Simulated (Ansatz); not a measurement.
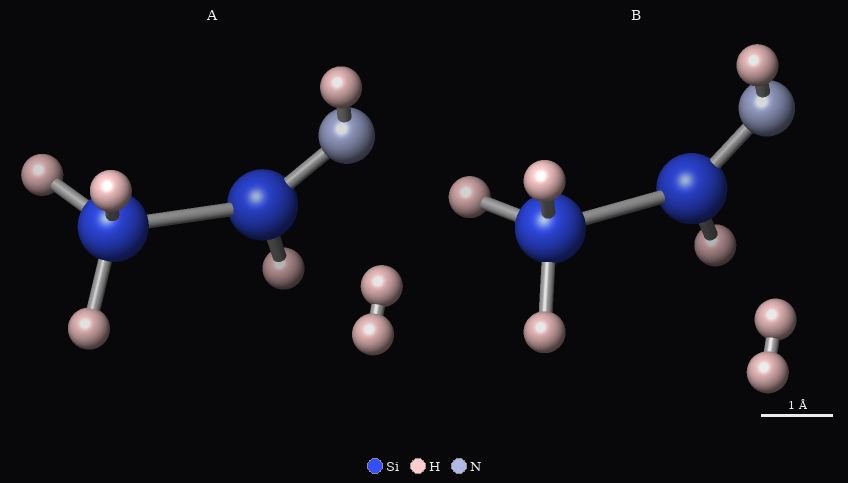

Two geometries of Si$_{2}$NH$_{7}$, drawn at one scale. One is the start of a relaxation, the other its converged end. The picture is a ball-and-stick view, seen face on.

Method: RKS LDA/def2-mTZVP in Ansatz 0.2.0. Settings: no spin polarisation; force threshold 0.03 eV/Å; at most 50 steps.

Question: Which geometry has the lower energy?

Answer: Structure B is the relaxed one. The run prepares an end point of a later path (reaction) calculation, from a guessed geometry. After 13 accepted moves (14 points after the start) the energy has fallen by 4.96 kcal/mol. Largest force component: 1.9 eV/Å at the start, 0.012 eV/Å at the end. The line search rejected the trial step at point 13 of the run. The largest move after the best rigid fit is that of an H atom, 0.70 Å. Largest moves by element: H 0.70 Å, N 0.41 Å, Si 0.26 Å. Near-neighbour distances that change, for instance: H–H 0.706 → 0.772 Å, Si–Si 2.343 → 2.337 Å, N–Si 1.607 → 1.613 Å.

Limits of the set-up: the start holds two separate molecules, 2.3 Å apart at their closest, whose relative position is a soft coordinate and is computed without a dispersion correction.
